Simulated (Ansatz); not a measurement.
## Electronic structure of CH₄N (SMILES C[NH]) (doublet) in real space

Input file:

```
crystal:
  periodic: [false, false, false]
  atoms:
    - {symbol: C, position_ang: [-0.337580, -0.836004, -2.078028]}
    - {symbol: N, position_ang: [0.190814, -0.543739, -3.376882]}
    - {symbol: H, position_ang: [0.466426, -1.017453, -1.317706]}
    - {symbol: H, position_ang: [-0.979253, -0.010642, -1.703820]}
    - {symbol: H, position_ang: [-0.945957, -1.777844, -2.063051]}
    - {symbol: H, position_ang: [0.771483, -1.369419, -3.637157]}
basis:
  gaussian:
    orbitals: def2-TZVPD
magnetization:
  spin_polarized: true
  initial_magnetization: 1
hamiltonian:
  xc: {name: PBE0}
output:
  forces: true
  orbitals: {seedname: orbitals}
```

Launched as:

```sh
ansatz run input.yaml --threads 1 --pin off --max-ram 2610MiB --events-out events.jsonl --progress --plain --runs-dir runs
```

Geometry: PBE-D3(BJ)/def2-SVP.

Method: isolated molecule in a Gaussian basis; Kohn-Sham density functional theory, functional PBE0 (Ansatz).

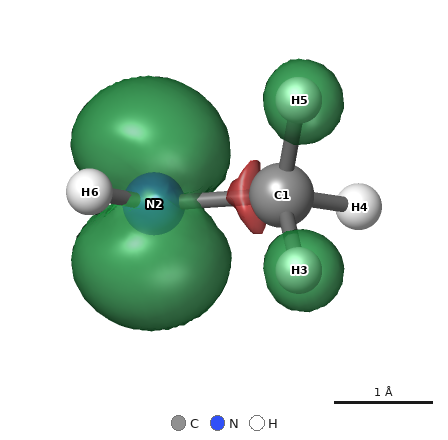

Figure 1. Isosurfaces of the spin density at +0.04 (green) and −0.04 e/Å³ (red), seen from one side.

**Describe the spin distribution.**

The unpaired spin (1 electron) lies mostly on N2 (about 0.8), in electrons by Hirshfeld's partition.

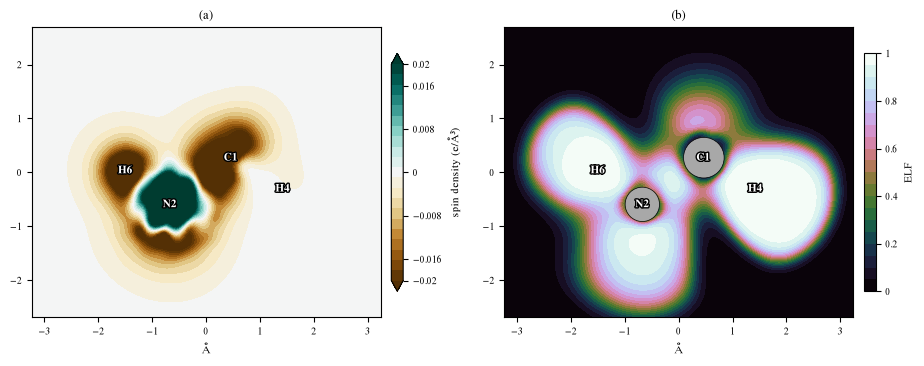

Figure 2. (a) spin density (α minus β); (b) ELF on the plane of atoms C1, N2 and H6. Grey discs cover the atomic cores in the ELF map.

**Read the bonding off the picture.**

- The plane passes through C, N and H nuclei.
- C–N (1.43 Å): the ELF peaks at about 0.95 between the atoms; localised, covalent bonding.
- N–H (1.04 Å): the ELF climbs to about 1 towards the hydrogen, as it does in any bond to H (a covalent bond by its length).
- C–H (1.11 Å): the ELF climbs to about 1 towards the hydrogen (a covalent bond by its length).
- The ELF also peaks beside N2, away from the bonds: non-bonding electrons, paired or unpaired.

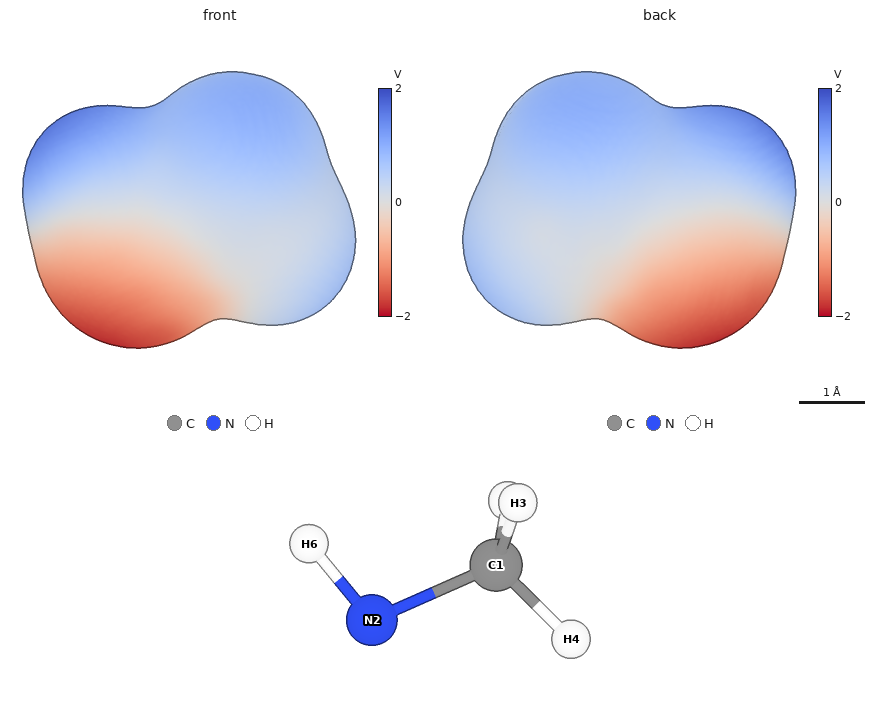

Figure 3. The electrostatic potential painted on the density surface at 0.002 e/bohr³, seen from the front and from behind; red is negative and blue positive. The bare structure is drawn below in the same view.

**Where is the surface potential most negative and most positive?**

The most negative region (about −1.8 V) lies over N2, the most positive (about +1.5 V) over H6. N2 is the likeliest acceptor of a hydrogen bond.

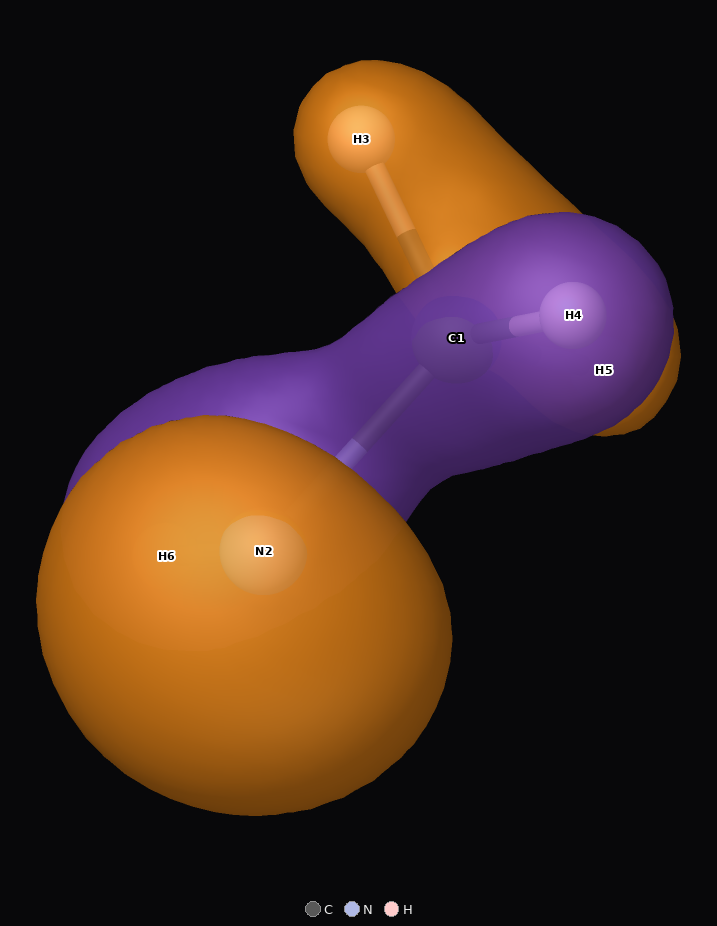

Figure 4. The HOMO (β) at ±0.15 Å⁻³ᐟ² (orange and purple are the two phases), seen at an oblique angle.

**What is the character of this orbital?**

Its weight (Hirshfeld) is mainly on N2 (about 65 %), C1 (about 15 %) and H6 (about 10 %); largely a lone pair of N2. Its energy is −7.81 eV.
